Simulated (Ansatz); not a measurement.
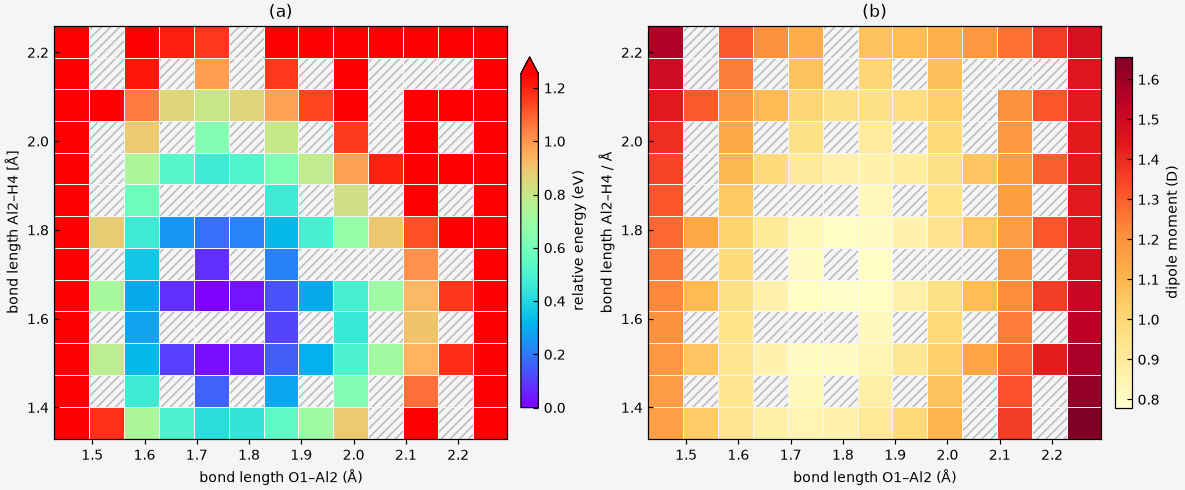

AlH₂OS, SMILES [O][AlH][SH], spin multiplicity 2. The first coordinate is: bond length O1–Al2; the second: bond length Al2–H4. Nothing is relaxed (all other coordinates rigid). The scan uses a 13 × 13 grid. At 46 points there is no value. Points are written as (first, second). Energies are in eV, from the lowest grid point. Level of theory: Ansatz, UKS PBE-D4/def2-SVP.

Panel (a) is the energy and panel (b) the computed dipole moment on the same grid.

In the figure: one coloured cell a grid point, one colour for all values above the top of the scale, hatched blanks where no value was computed.

**How does the dipole moment vary over the map, and what is it at the lowest grid point?**

Leaving out the highest fifth of the energies, it runs from 0.78 D at (1.795 Å, 1.652 Å) to 1.62 D at (2.261 Å, 1.438 Å). At the lowest grid point, (1.728 Å, 1.652 Å), it is 0.80 D.
